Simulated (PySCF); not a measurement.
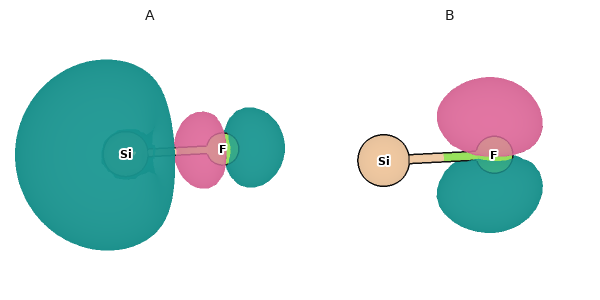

Figure. SiF (charge −1, triplet). Two frontier β-spin orbitals, each drawn at the value that holds 80 % of its norm (teal and pink are the two phases), in no order; of a degenerate pair one member is drawn.

Theory: PBE0/aug-cc-pVDZ-DK/X2C, spin-free X2C-1e, Gaussian nucleus, at a bond length of 1.749 Å in PySCF 2.14.0.

### Name the orbitals and rank them from lowest to highest energy.

Orbital B: π, occupied in this spin, −5.74 eV; mainly on F (90 %).
Orbital A: σ, occupied in this spin, −2.99 eV; mainly on Si (85 %).
